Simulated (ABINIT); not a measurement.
# SnO2 (Cassiterite): a self-consistent loop beyond G0W0, cycle by cycle

Aim: iterate the self-energy on SnO2 (Cassiterite) and follow the gap from cycle to cycle.

Calculated with ABINIT 10.8.3; PBE and many-body steps on it, plane waves.

**What was measured.**

- Gap 3.6 eV: experimental gap quoted from earlier work; bulk crystal (quoted in “Study on the Photocatalytic Properties of Flower-Shaped SnO2”, 2022, pmc:9565917).

**1. The structure**

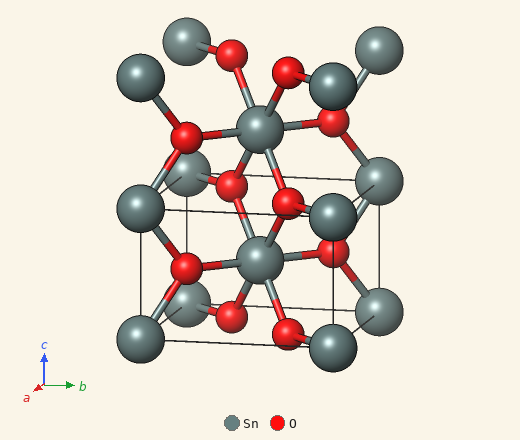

The starting structure, seen slightly off an axis (tin teal, oxygen red). 1×1×2 cells are drawn. Some periodic images of atoms are drawn too.

The cell and positions come from the Crystallography Open Database and are kept as given unless a step says otherwise.

**2. Empty states on the mesh, 4×4×4 mesh, 89 bands**

This step: ABINIT 10.8.3; DFT, PBE, plane waves, norm-conserving pseudopotentials.

The sums over transitions need many empty states on a uniform mesh; this step solves for them.

Input file run.abi:

```
acell 3*1.0 Angstrom
rprim 
  4.738000000000 0.000000000000 0.000000000000
  0.000000000000 4.738000000000 0.000000000000
  0.000000000000 0.000000000000 3.186500000000
ntypat 2
znucl 50 8
natom 6
typat 1 1 2 2 2 2
xred 
  0.000000000000 0.000000000000 0.000000000000
  0.500000000000 0.500000000000 0.500000000000
  0.307100000000 0.307100000000 0.000000000000
  0.192900000000 0.807100000000 0.500000000000
  0.692900000000 0.692900000000 0.000000000000
  0.807100000000 0.192900000000 0.500000000000
pp_dirpath "pseudos"
pseudos "Sn.upf, O.upf"
ecut 42
ngkpt 4 4 4
nshiftk 1
shiftk 0 0 0
kptopt 1
chksymbreak 0
iscf -2
irdden 1
istwfk *1
nband 89
nbdbuf 8
tolwfr 1e-09
nstep 60
prtvol 0
indata_prefix "in"
outdata_prefix "out"
tmpdata_prefix "tmp"
```

Run with:

```sh
OMP_NUM_THREADS=1 mpirun -n 8 abinit run.abi > log
```

Numbers of over 12 decimals in the logs are rounded to 6 here.

Log:

```text
.Version 10.8.3 of ABINIT. v10.8.2 released Aug 2026.

 Symmetries : space group P4_2/m n m (#136); Bravais tP (primitive tetrag.)
[... echo of the input left out ...]
== DATASET  1 ==================================================================
-   mpi_nproc: 8, omp_nthreads: 1 (-1 if OMP is not activated)

--- !DatasetInfo
iteration_state: {dtset: 1, }
dimensions: {natom: 6, nkpt: 18, mband: 89, nsppol: 1, nspinor: 1, nspden: 1, mpw: 6312, }
cutoff_energies: {ecut:  42.0, pawecutdg:  -1.0, }
[...]
1.51977    1.52386    1.52579    1.52579    1.52593    1.60083    1.62420    1.62420
   1.63025    1.64301    1.71809    1.75632    1.75632    1.83100    1.83190    1.83219
   1.84918
 prteigrs : prtvol=0 or 1, do not print more k-points.

== END DATASET(S) ==============================================================
================================================================================

 -outvars: echo values of variables after computation  --------
            nband          89
             nkpt          18
          spgroup         136
 [... the other variables as echoed above ...]

 Calculation completed.
```

It took 44 s on 8 MPI ranks of Arm Neoverse V2, shared host; peak memory 0.7 GiB; 5.8 min of CPU time.

Numbers from this step:

```yaml
gap: 1.284 eV
k_of_the_valence_top: 0, 0, 0
k_of_the_conduction_bottom: 0, 0, 0
least_direct_gap: 1.284 eV
k_points_computed: 18
lowest_point_of_the_top_converged_band_above_the_valence_top: 36.96 eV
```

On this mesh the gap is 1.284 eV.

The density comes from a self-consistent run that is not shown.

**3. Screening, 4×4×4 mesh, 81 bands, screening to 106.1 eV**

The RPA dielectric matrix is built and inverted for each q.

This step: RPA screening on PBE, plane waves, norm-conserving pseudopotentials.

run.abi, as its differences from that of step 2:

```diff
@@ -24,10 +24,11 @@
 chksymbreak 0
-iscf -2
-irdden 1
 istwfk *1
-nband 89
-nbdbuf 8
-tolwfr 1e-09
-nstep 60
-prtvol 0
+occopt 1
+irdwfk 1
+optdriver 3
+nband 81
+ecuteps 3.9
+inclvkb 2
+awtr 1
+symchi 1
 indata_prefix "in"
```

Log:

```text
.Version 10.8.3 of ABINIT. v10.8.2 released Aug 2026.

 Symmetries : space group P4_2/m n m (#136); Bravais tP (primitive tetrag.)
[... echo of the input left out ...]
== DATASET  1 ==================================================================
-   mpi_nproc: 8, omp_nthreads: 1 (-1 if OMP is not activated)

--- !DatasetInfo
iteration_state: {dtset: 1, }
dimensions: {natom: 6, nkpt: 18, mband: 81, nsppol: 1, nspinor: 1, nspden: 1, mpw: 6312, }
cutoff_energies: {ecut:  42.0, pawecutdg:  -1.0, }
electrons: {nelect:   6.80000000E+01, charge:   0.00000000E+00, occopt:   1.00000000E+00, tsmear:   1.00000000E-02, }

 SCREENING: Calculation of the susceptibility and dielectric matrices

 Based on a program developped by R.W. Godby, V. Olevano, G. Onida, and L. Reining.
 Incorporated in ABINIT by V. Olevano, G.-M. Rignanese, and M. Torrent.
.Using double precision arithmetic ; gwpc =  8

[... cell and pseudopotentials left out ...]
--------------------------------------------------------------------------------

 ==== K-mesh for the wavefunctions ====
 Number of points in the irreducible wedge :    18
[... list of points left out ...]
 Together with 16 symmetry operations and time-reversal symmetry
 yields    64 points in the full Brillouin Zone.

 ==== Q-mesh for the screening function ====
 Number of points in the irreducible wedge :    18
[... list of points left out ...]
 Together with 16 symmetry operations and time-reversal symmetry
 yields    64 points in the full Brillouin Zone.

 setmesh: FFT mesh size selected  =    36x   36x   24
          total number of points  =        31104

 vcoul_init : cutoff-mode = AUXILIARY_FUNCTION
 q-points for optical limit:   1
     1)      0.000010    0.000020    0.000030

- screening: taking advantage of time-reversal symmetry
- Maximum band index for partially occupied states nbvw = 34
- Remaining bands to be divided among processors   nbcw = 47
- Number of bands treated by each node ~5

 Number of electrons calculated from density =   68.0000; Expected =   68.0000
 average of density, n =  0.140867
 r_s =    1.1923
 omega_plasma =   36.2043 [eV]

 calculating chi0 at frequencies [eV] :
  1    0.000000E+00    0.000000E+00
  2    0.000000E+00    3.620427E+01

--------------------------------------------------------------------------------
  q-point number  1        q = ( 0.000000, 0.000000, 0.000000) [r.l.u.]
--------------------------------------------------------------------------------
[... chi0 elements left out ...]
 For q-point:  0.000010 0.000020 0.000030
  dielectric constant =   4.5446
  dielectric constant without local fields =   4.7463

  Average fulfillment of the sum rule on Im[epsilon] for q-point    1 :     31.04  [%]
[... wings left out ...]
  q-point number  2        q = ( 0.250000, 0.000000, 0.000000) [r.l.u.]
--------------------------------------------------------------------------------
[... chi0 elements left out ...]
  Average fulfillment of the sum rule on Im[epsilon] for q-point    2 :     44.28  [%]

 [... 16 further q-points ...]
```

Run time: 79 s. Hardware: 8 MPI ranks; peak memory 4.1 GiB.

Numbers from this step:

```yaml
eps_infinity_with_local_fields_on_this_mesh_along_the_program_s_q_direction: 4.545
the_same_without_local_fields: 4.746
plasma_frequency: 36.20 eV
plane_waves_in_the_screening_matrix: 177
```

Local fields lower ε∞ by 4 %. On a Γ-centred mesh this coarse the value itself is usually too large, while a short band sum pulls it down.

**4. G0W0**

The self-energy is evaluated for the states that the input lists, and the levels follow from it, in one-shot runs by the linearised quasiparticle equation.

This step: G0W0 on PBE, plane waves, norm-conserving pseudopotentials.

run.abi, as its differences from that of step 3:

```diff
@@ -27,8 +27,15 @@
 irdwfk 1
-optdriver 3
+optdriver 4
 nband 81
+gwcalctyp 0
+ecutsigx 42
+symsigma 1
+nkptgw 1
+kptgw 
+  0.0000000000 0.0000000000 0.0000000000
+bdgw 
+  32 36
 ecuteps 3.9
-inclvkb 2
-awtr 1
-symchi 1
+irdscr 1
+ppmodel 1
 indata_prefix "in"
```

Log:

```text
.Version 10.8.3 of ABINIT. v10.8.2 released Aug 2026.

 Symmetries : space group P4_2/m n m (#136); Bravais tP (primitive tetrag.)
[... echo of the input left out ...]
== DATASET  1 ==================================================================
-   mpi_nproc: 8, omp_nthreads: 1 (-1 if OMP is not activated)

--- !DatasetInfo
iteration_state: {dtset: 1, }
dimensions: {natom: 6, nkpt: 18, mband: 81, nsppol: 1, nspinor: 1, nspden: 1, mpw: 6312, }
cutoff_energies: {ecut:  42.0, pawecutdg:  -1.0, }
electrons: {nelect:   6.80000000E+01, charge:   0.00000000E+00, occopt:   1.00000000E+00, tsmear:   1.00000000E-02, }

 SIGMA: Calculation of the GW corrections

 Based on a program developped by R.W. Godby, V. Olevano, G. Onida, and L. Reining.
 Incorporated in ABINIT by V. Olevano, G.-M. Rignanese, and M. Torrent.
.Using double precision arithmetic ; gwpc =  8

[... cell and pseudopotentials left out ...]
--------------------------------------------------------------------------------

 ==== K-mesh for the wavefunctions ====
 Number of points in the irreducible wedge :    18
[... list of points left out ...]
 Together with 16 symmetry operations and time-reversal symmetry
 yields    64 points in the full Brillouin Zone.

 ==== Q-mesh for screening function ====
 Number of points in the irreducible wedge :    18
[... list of points left out ...]
 Together with 16 symmetry operations and time-reversal symmetry
 yields    64 points in the full Brillouin Zone.

 vcoul_init : cutoff-mode = AUXILIARY_FUNCTION
 q-points for optical limit:   1
     1)      0.000010    0.000020    0.000030
 setmesh: FFT mesh size selected  =    54x   54x   36
          total number of points  =       104976

 Number of electrons calculated from density =   68.0000; Expected =   68.0000
 average of density, n =  0.140867
 r_s =    1.1923
 omega_plasma =   36.2043 [eV]

 === KS Band Gaps ===
  >>>> For spin  1
   Minimum direct gap =   1.2836 [eV], located at k-point      :   0.0000  0.0000  0.0000
   Fundamental gap    =   1.2836 [eV], Top of valence bands at :   0.0000  0.0000  0.0000
                                       Bottom of conduction at :   0.0000  0.0000  0.0000
 SIGMA fundamental parameters:
 PLASMON POLE MODEL  1
 number of plane-waves for SigmaX                 6273
 number of plane-waves for SigmaC and W            177
 number of plane-waves for wavefunctions          6273
 number of bands                                    81
 number of independent spin polarizations            1
 number of spinorial components                      1
 number of k-points in IBZ                          18
 number of q-points in IBZ                          18
 number of symmetry operations                      16
 number of k-points in BZ                           64
 number of q-points in BZ                           64
 number of frequencies for dSigma/dE                 9
 frequency step for dSigma/dE [eV]                0.25
 number of omega for Sigma on real axis              0
 max omega for Sigma on real axis  [eV]           0.00
 zcut for avoiding poles [eV]                     0.10

 EPSILON^-1 parameters (SCR file):
 dimension of the eps^-1 matrix on file            177
 dimension of the eps^-1 matrix used               177
 number of plane-waves for wavefunctions          6273
 number of bands                                    81
 number of q-points in IBZ                          18
 number of frequencies                               2
 number of real frequencies                          1
 number of imag frequencies                          1

 matrix elements of self-energy operator (all in [eV])

 Perturbative Calculation

--- !SelfEnergy_ee
iteration_state: {dtset: 1, }
kpoint     : [   0.000,    0.000,    0.000, ]
spin       : 1
KS_gap     :    1.284
QP_gap     :    2.790
Delta_QP_KS:    1.506
data: !SigmaeeData |
     Band     E0 <VxcDFT>   SigX SigC(E0)      Z dSigC/dE  Sig(E)    E-E0       E
       32   6.013 -20.016 -25.535   5.262   0.791  -0.264 -20.219  -0.203   5.810
       33   6.013 -20.016 -25.535   5.262   0.791  -0.264 -20.219  -0.203   5.810
       34   6.777 -20.351 -26.231   5.613   0.790  -0.265 -20.562  -0.211   6.566
       35   8.061 -16.498 -12.586  -2.381   0.846  -0.182 -15.203   1.295   9.356
       36  12.920 -16.302 -10.641  -3.350   0.839  -0.192 -14.363   1.939  14.858

== END DATASET(S) ==============================================================
================================================================================

 -outvars: echo values of variables after computation  --------
           etotal      0.0000000000E+00
            nband          81
             nkpt          18
          spgroup         136
 [... the other variables as echoed above ...]

 Calculation completed.
```

It took 4.5 s on 8 MPI ranks; peak memory 2.1 GiB.

This step gave:

```
G0W0 gap on the points computed              : 2.79 eV
starting gap on the mesh                     : 1.284 eV
k of the valence top                         : 0, 0, 0
k of the conduction bottom                   : 0, 0, 0
Z at the valence top                         : 0.79
Z at the conduction bottom                   : 0.846
least direct G0W0 gap on the computed points : 2.79 eV
```

The gap on the mesh goes from 1.28 eV to 2.79 eV, a correction of +1.51 eV.

**5. evGW0, cycle 1**

This step: evGW0 on PBE, plane waves, norm-conserving pseudopotentials.

run.abi, as its differences from that of step 4:

```diff
@@ -29,10 +29,44 @@
 nband 81
-gwcalctyp 0
+gwcalctyp 10
 ecutsigx 42
 symsigma 1
-nkptgw 1
+nkptgw 18
 kptgw 
   0.0000000000 0.0000000000 0.0000000000
+  0.2500000000 0.0000000000 0.0000000000
+  0.5000000000 0.0000000000 0.0000000000
+  0.2500000000 0.2500000000 0.0000000000
+  0.5000000000 0.2500000000 0.0000000000
+  0.5000000000 0.5000000000 0.0000000000
+  0.0000000000 0.0000000000 0.2500000000
+  0.2500000000 0.0000000000 0.2500000000
+  0.5000000000 0.0000000000 0.2500000000
+  0.2500000000 0.2500000000 0.2500000000
+  0.5000000000 0.2500000000 0.2500000000
+  0.5000000000 0.5000000000 0.2500000000
+  0.0000000000 0.0000000000 0.5000000000
+  0.2500000000 0.0000000000 0.5000000000
+  0.5000000000 0.0000000000 0.5000000000
+  0.2500000000 0.2500000000 0.5000000000
+  0.5000000000 0.2500000000 0.5000000000
+  0.5000000000 0.5000000000 0.5000000000
 bdgw 
-  32 36
+  23 40
+  23 40
+  23 40
+  23 40
+  23 40
+  23 40
+  23 40
+  23 40
+  23 40
+  23 40
+  23 40
+  23 40
+  23 40
+  23 40
+  23 40
+  23 40
+  23 40
+  23 40
 ecuteps 3.9
```

Log:

```text
.Version 10.8.3 of ABINIT. v10.8.2 released Aug 2026.

 Symmetries : space group P4_2/m n m (#136); Bravais tP (primitive tetrag.)
[... echo of the input left out ...]
== DATASET  1 ==================================================================
-   mpi_nproc: 8, omp_nthreads: 1 (-1 if OMP is not activated)

--- !DatasetInfo
iteration_state: {dtset: 1, }
dimensions: {natom: 6, nkpt: 18, mband: 81, nsppol: 1, nspinor: 1, nspden: 1, mpw: 6312, }
cutoff_energies: {ecut:  42.0, pawecutdg:  -1.0, }
electrons: {nelect:   6.80000000E+01, charge:   0.00000000E+00, occopt:   1.00000000E+00, tsmear:   1.00000000E-02, }

 SIGMA: Calculation of the GW corrections

 Based on a program developped by R.W. Godby, V. Olevano, G. Onida, and L. Reining.
 Incorporated in ABINIT by V. Olevano, G.-M. Rignanese, and M. Torrent.
.Using double precision arithmetic ; gwpc =  8

[... cell and pseudopotentials left out ...]
--------------------------------------------------------------------------------

 ==== K-mesh for the wavefunctions ====
 Number of points in the irreducible wedge :    18
[... list of points left out ...]
 Together with 16 symmetry operations and time-reversal symmetry
 yields    64 points in the full Brillouin Zone.

 ==== Q-mesh for screening function ====
 Number of points in the irreducible wedge :    18
[... list of points left out ...]
 Together with 16 symmetry operations and time-reversal symmetry
 yields    64 points in the full Brillouin Zone.

 vcoul_init : cutoff-mode = AUXILIARY_FUNCTION
 q-points for optical limit:   1
     1)      0.000010    0.000020    0.000030
 setmesh: FFT mesh size selected  =    54x   54x   36
          total number of points  =       104976

 Number of electrons calculated from density =   68.0000; Expected =   68.0000
[...]
spin       : 1
KS_gap     :    6.498
QP_gap     :    8.946
Delta_QP_KS:    2.448
data: !SigmaeeData |
     Band     E_DFT   <VxcDFT>   E(N-1)  <Hhartree>   SigX  SigC[E(N-1)]    Z     dSigC/dE  Sig[E(N)]  DeltaE  E(N)_pert E(N)_diago
[...]
--- !SelfEnergy_ee
iteration_state: {dtset: 1, }
kpoint     : [   0.500,    0.500,    0.500, ]
spin       : 1
KS_gap     :    5.756
QP_gap     :    8.081
Delta_QP_KS:    2.325
data: !SigmaeeData |
     Band     E_DFT   <VxcDFT>   E(N-1)  <Hhartree>   SigX  SigC[E(N-1)]    Z     dSigC/dE  Sig[E(N)]  DeltaE  E(N)_pert E(N)_diago
[...]
39    17.849   -15.740    17.849    33.589    -8.992    -4.192     0.821    -0.219   -13.643     2.097    19.945    20.404
       40    17.849   -15.740    17.849    33.589    -8.992    -4.192     0.821    -0.219   -13.643     2.097    19.945    20.404

 New Fermi energy :        2.958616E-01 Ha ,    8.050805E+00 eV

 === QP Band Gaps ===
  >>>> For spin  1
   Minimum direct gap =   3.0816 [eV], located at k-point      :   0.0000  0.0000  0.0000
   Fundamental gap    =   3.0816 [eV], Top of valence bands at :   0.0000  0.0000  0.0000
                                       Bottom of conduction at :   0.0000  0.0000  0.0000

 writing QP data on file : out_QPS

 Convergence of QP corrections
 >>>>> For spin  1 <<<<<
.  kptgw no:  1; Maximum DeltaE = (   0.000   0.000) for band index: 18
.  kptgw no:  2; Maximum DeltaE = (   1.939  -0.001) for band index: 18
.  kptgw no:  3; Maximum DeltaE = (   1.873  -0.000) for band index: 18
[...]
.  kptgw no: 17; Maximum DeltaE = (  -0.501   0.000) for band index: 14
.  kptgw no: 18; Maximum DeltaE = (   2.044   0.000) for band index: 18

== END DATASET(S) ==============================================================
================================================================================

 -outvars: echo values of variables after computation  --------
           etotal      0.0000000000E+00
            nband          81
             nkpt          18
          spgroup         136
 [... the other variables as echoed above ...]

 Calculation completed.
```

Wall time 3.6 min (8 MPI ranks); peak memory 6.5 GiB; 29 min of CPU time.

This step gave:

```
quasiparticle gap on the mesh                         : 3.082 eV
gap of the density functional on the mesh             : 1.284 eV
k of the valence top                                  : 0, 0, 0
k of the conduction bottom                            : 0, 0, 0
Z at the valence top                                  : 0.79
Z at the conduction bottom                            : 0.846
least direct quasiparticle gap on the computed points : 3.082 eV
```

Against G0W0 in ABINIT (4×4×4 mesh, 81 bands, screening to 106.1 eV, Godby-Needs plasmon pole), the gap moves by +0.292 eV. This first cycle still uses the starting levels; it takes the full correction, at all points of the mesh, and its linearised value is 2.790 eV.

**6. evGW0, cycle 2**

The corrected levels of the last cycle go back in.

run.abi, as its differences from that of step 5:

```diff
@@ -74,2 +74,3 @@
 ppmodel 1
+irdqps 1
 indata_prefix "in"
```

Log:

```text
.Version 10.8.3 of ABINIT. v10.8.2 released Aug 2026.

 Symmetries : space group P4_2/m n m (#136); Bravais tP (primitive tetrag.)
[... echo of the input left out ...]
== DATASET  1 ==================================================================
-   mpi_nproc: 8, omp_nthreads: 1 (-1 if OMP is not activated)

--- !DatasetInfo
iteration_state: {dtset: 1, }
dimensions: {natom: 6, nkpt: 18, mband: 81, nsppol: 1, nspinor: 1, nspden: 1, mpw: 6312, }
cutoff_energies: {ecut:  42.0, pawecutdg:  -1.0, }
[...]
.  kptgw no:  3; Maximum DeltaE = (  -0.120   0.000) for band index: 17
[...]
.  kptgw no: 17; Maximum DeltaE = (  -0.189   0.000) for band index: 17
.  kptgw no: 18; Maximum DeltaE = (  -0.164  -0.000) for band index: 17

== END DATASET(S) ==============================================================
================================================================================

 -outvars: echo values of variables after computation  --------
           etotal      0.0000000000E+00
            nband          81
             nkpt          18
          spgroup         136
 [... the other variables as echoed above ...]

 Calculation completed.
```

Wall time 3.6 min (8 MPI ranks); peak memory 6.5 GiB; 29 min of CPU time.

This step gave:

| Quantity | Value |
| --- | --- |
| quasiparticle gap on the mesh | 3.019 eV |
| gap of the density functional on the mesh | 1.284 eV |
| k of the valence top | 0, 0, 0 |
| k of the conduction bottom | 0, 0, 0 |
| least direct quasiparticle gap on the computed points | 3.019 eV |

Against the cycle before, the gap moves by −0.063 eV.

(Part 1 of 3 ends here.)

[Paths, hosts, dates, memory and timing lines, banners, echoed tables and standing remarks are left out of the program output.]

[Logs are printed without paths, hosts, clocks, repeated set-up lines and the standing remarks that a program may print on its own settings, such as how far it seeks lower states.]

[Runs of the session that timed out or met a known fault of the program may be left out.]

[Hosts, paths, dates, database ids (printed as entryN), source tags and the programs' standing remarks are cut or masked in the printed files.]

[G0W0 gaps are taken among the corrected bands and points alone; a level outside them can change the order at an edge.]

[Where Ansatz stands beside ABINIT at settings called matched, ABINIT's density can come from a denser mesh and the files from another edition; pairs whose starting gaps differed by over 0.03 eV were left out, so agreement reads better than it is.]
